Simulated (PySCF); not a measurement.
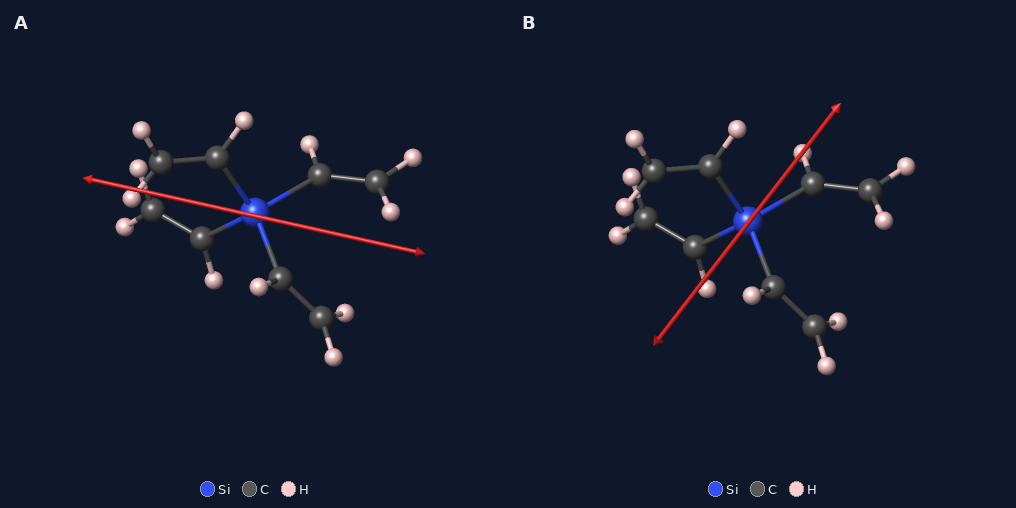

The double arrows show the directions of two transition dipoles from the ground state (lengths mean nothing). The computed structure is the end point of a PBE0-D3(BJ)/def2-SVP optimisation. No frequency run is at hand to confirm it as a minimum. Properties computed with TDDFT ωB97X-D/def2-SVPD, vertical, gas phase, core orbitals frozen in the response (PySCF 2.14.0).

One belongs to singlet state 2 and one to singlet state 9. Which is which?

Answer. A: state 9, 7.12 eV (174 nm), oscillator strength 0.73, of mixed character, with the largest part HOMO−1 → LUMO+2 (weight 0.29).
B: state 2, 6.09 eV (204 nm), oscillator strength 0.028, mainly HOMO−1 → LUMO (weight 0.55).
